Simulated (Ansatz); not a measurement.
# AlH₃O (singlet): trial inputs and their diagnosis at distance Al1–O2 = 3.034 Å

3 inputs are run for AlH₃O (singlet) as typed; the log has to tell whether the result can be used and what must change.

The runs use Ansatz 0.2.0, Gaussian basis; the settings change from run to run.

23 further runs of the same task are left out: 2 for a mislabelled method, 10 for a known fault of the program, 7 that didn't finish, 4 set aside as unsound or not needed.

## 1. The system

The geometry derives from a PBE0/def2-TZVP stationary point (not a proven minimum). One bond is set to the value named and the two fragments are kept rigid.

5 atoms, charge 0, spin multiplicity 1.

Atoms are counted from 1 here; the program's logs count them from 0.

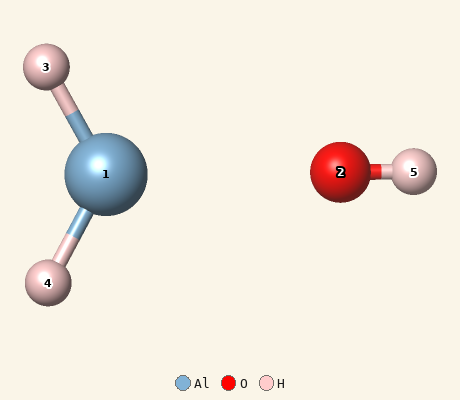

The geometry (aluminium light blue, oxygen red, hydrogen pink); atoms are numbered from 1 in the order of the file.

## 2. Attempt 1

File in.yaml:

```yaml
crystal:
  periodic: [false, false, false]
  atoms:
    - {symbol: Al, position_ang: [0.000000, 0.000000, 1.109014]}
    - {symbol: O, position_ang: [0.000000, 0.000000, -1.924986]}
    - {symbol: H, position_ang: [0.000000, 1.386849, 1.869025]}
    - {symbol: H, position_ang: [0.000000, -1.386849, 1.869025]}
    - {symbol: H, position_ang: [0.000000, 0.000000, -2.869211]}
basis:
  gaussian: {orbitals: cc-pVDZ}
magnetization: {spin_polarized: false, initial_magnetization: 4}
correlation: {method: ccsd_t, electrons: valence}
scf: {lower_state_search: off}
```

The run is started by

```console
ansatz run in.yaml --threads 1 --pin off --events-out ev --progress --plain --max-ram 2393MiB
```

What it wrote, cut to the lines that bear on the results:

```text
Functional definition: HF
  name "HF"
  cite "Fock, Z. Phys. 61, 126 (1930) doi:10.1007/BF01340294"
  parent pbe
[...]
441 factors; integrals over basis functions are off by at most 1.0e-3 eV
[...]
mean field -8659.59712219 eV, -318.2343245549 hartree, gradient 6.8e-6 eV, S^2 6.000000; 0 other end points of the search recorded, 0 dependent functions left out
6 core orbitals not correlated: weight in the atoms' cores, before any rotation towards them, 1.000 or more for the frozen orbitals, at most 0.000 for the correlated occupied ones
reference -8659.59712219 eV, -318.2343245549 hartree; 8, 4 occupied and 33, 37 virtual orbitals, 441 factors
second order -5.62043235 eV of doubles, -0.22380555 eV of singles
cycle   1  -6.31795496 eV  change   -9.2e-1 eV  update   7.4e-2
[...]
cycle  12  -6.76948356 eV  change    6.0e-6 eV  update   4.5e-6
perturbative correction -0.11220575 eV, -0.0041234854 hartree
WARN: these amplitudes may be one of several solutions (largest doubles amplitude 0.11, level shift 3.29 eV)
Total energy: -8666.47881151 eV, -318.4872219726 hartree
Checks for a lower state left out: stability, starts, cluster_reference, orbital_swaps, neighbouring_geometries, increment
```

It took 1.3 s on 1 thread of Arm Neoverse V2, shared host.

What is wrong: The run converged, which proves nothing about the input. Far too many unpaired electrons are asked for. Its energy belongs to the state of multiplicity 5, not to the singlet that was meant. To mend it, set initial_magnetization to that of the wanted state.

## 3. Attempt 2

File in.yaml:

```yaml
crystal:
  periodic: [false, false, false]
  atoms:
    - {symbol: Al, position_ang: [0.000000, 0.000000, 1.109014]}
    - {symbol: O, position_ang: [0.000000, 0.000000, -1.924986]}
    - {symbol: H, position_ang: [0.000000, 1.386849, 1.869025]}
    - {symbol: H, position_ang: [0.000000, -1.386849, 1.869025]}
    - {symbol: H, position_ang: [0.000000, 0.000000, -2.869211]}
basis:
  gaussian: {orbitals: STO-3G}
correlation: {method: fic_mrcisd_q, electrons: all, active_space: {window: {electrons: 2, orbitals: 2}}}
accuracy: high
magnetization: {spin_polarized: true, initial_magnetization: 0}
```

Launched as before.

What it wrote:

```text
Error: invalid value for `correlation.active_space`: it starts from restricted Hartree–Fock orbitals; set hamiltonian.xc: hf without magnetization.spin_polarized
```

Wall time 0.03 s (1 thread of Arm Neoverse V2, shared host).

Diagnosis: The run was refused. An active space is asked on unrestricted orbitals. Fix: drop spin_polarized: true.

## 4. Attempt 3

File in.yaml:

```yaml
crystal:
  periodic: [false, false, false]
  atoms:
    - {symbol: Al, position_ang: [0.000000, 0.000000, 1.109014]}
    - {symbol: O, position_ang: [0.000000, 0.000000, -1.924986]}
    - {symbol: H, position_ang: [0.000000, 1.386849, 1.869025]}
    - {symbol: H, position_ang: [0.000000, -1.386849, 1.869025]}
    - {symbol: H, position_ang: [0.000000, 0.000000, -2.869211]}
basis:
  gaussian: {orbitals: cc-pVDZ}
hamiltonian: {xc: pbe0}
correlation: {method: fic_mrcisd_q, electrons: valence, active_space: {window: {electrons: 2, orbitals: 2}}}
```

Launched as before.

What it wrote:

```text
Error: invalid value for `correlation.active_space`: it starts from restricted Hartree–Fock orbitals; set hamiltonian.xc: hf without magnetization.spin_polarized
```

Run time: 0.03 s. Hardware: 1 thread of Arm Neoverse V2, shared host.

**Diagnosis.** The run was refused. An active space is asked on a functional's orbitals. Cure: start from Hartree-Fock.

## 5. How the runs ended

| attempt | level | ended | cause | time |
| --- | --- | --- | --- | --- |
| 1 | CCSD(T) on ROHF/cc-pVDZ | converged | far too many unpaired electrons are asked for | 1.3 s |
| 2 | MRCISD+Q(2,2)/STO-3G | refused | an active space is asked on unrestricted orbitals | 0.03 s |
| 3 | MRCISD+Q(2,2)/cc-pVDZ | refused | an active space is asked on a functional's orbitals | 0.03 s |

1 converged, 2 refused. The input that converges on a wrong geometry or spin is the dangerous one: no error points at it, so geometry and ⟨S²⟩ have to be checked.
